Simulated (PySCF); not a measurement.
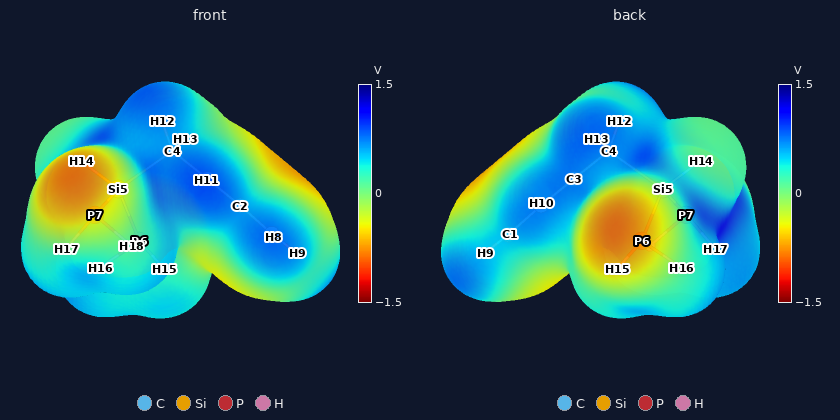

Figure 1: C₄H₁₁P₂Si (SMILES C=C[CH]C[SiH](P)P) (doublet). The electrostatic potential painted on the density surface at 0.002 e/bohr³, seen from the front and from behind; the colour scale runs from red (negative) to blue (positive).

Geometry: GFN2-xTB.

All numbers below come from PySCF 2.14.0, density-fitted response routines, UKS B3LYP, pcH-1 on C H P Si, non-relativistic, mean-field spin-orbit, GIAO.

```yaml
atoms:
  - { symbol: C, position_ang: [-2.6914, 0.7940, 0.5769] }
  - { symbol: C, position_ang: [-1.8785, 0.1695, -0.3242] }
  - { symbol: C, position_ang: [-1.0240, -0.8777, -0.0247] }
  - { symbol: C, position_ang: [-0.1147, -1.4804, -1.0066] }
  - { symbol: Si, position_ang: [1.5610, -0.5069, -0.9804] }
  - { symbol: P, position_ang: [1.1147, 1.5138, -1.8880] }
  - { symbol: P, position_ang: [2.3261, -0.6128, 1.1436] }
  - { symbol: H, position_ang: [-2.7093, 0.4934, 1.6103] }
  - { symbol: H, position_ang: [-3.3438, 1.5967, 0.2868] }
  - { symbol: H, position_ang: [-1.9012, 0.5054, -1.3563] }
  - { symbol: H, position_ang: [-0.9619, -1.2321, 0.9950] }
  - { symbol: H, position_ang: [0.0920, -2.5228, -0.7741] }
  - { symbol: H, position_ang: [-0.5190, -1.4129, -2.0154] }
  - { symbol: H, position_ang: [2.5483, -1.1760, -1.8449] }
  - { symbol: H, position_ang: [0.5016, 2.0266, -0.7567] }
  - { symbol: H, position_ang: [2.3390, 2.0673, -1.5484] }
  - { symbol: H, position_ang: [3.2679, 0.3911, 0.9828] }
  - { symbol: H, position_ang: [1.3845, 0.2701, 1.6479] }
```

Describe the electrostatic potential map.

Answer. The most negative region (about −0.9 V, or −21 kcal/mol for a unit charge) lies over P6 and P7, the most positive (about +1.0 V, or +23 kcal/mol for a unit charge) over Si5.
